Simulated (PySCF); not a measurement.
Vertical excitations of a molecule C3H6OS from TDA-PBE/def2-SVPD (PySCF), as energy in eV (oscillator strength): 4.04 (0.001), 5.15 (0.002), 5.31 (0.005), 5.55 (0.023), 6.15 (0.028), 6.23 (0.012), 6.31 (0.042), 6.43 (0.007), 6.70 (0.009), 6.76 (0.035). Lowest triplet (TDA): 3.62 eV. Geometry: PBE0-D3(BJ)/def2-SVP. One conformer was computed; it need not be the lowest.

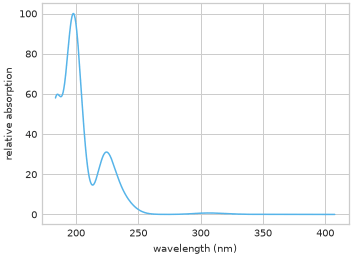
Figure: The lines broadened by 0.4 eV.

Problem. Identify the compound among the candidates.
A. CC(=O)CS
B. C[C@@H](S)C=O
C. C[C@@H]1OCS1
D. CSCC=O

Solution. C, C[C@@H]1OCS1
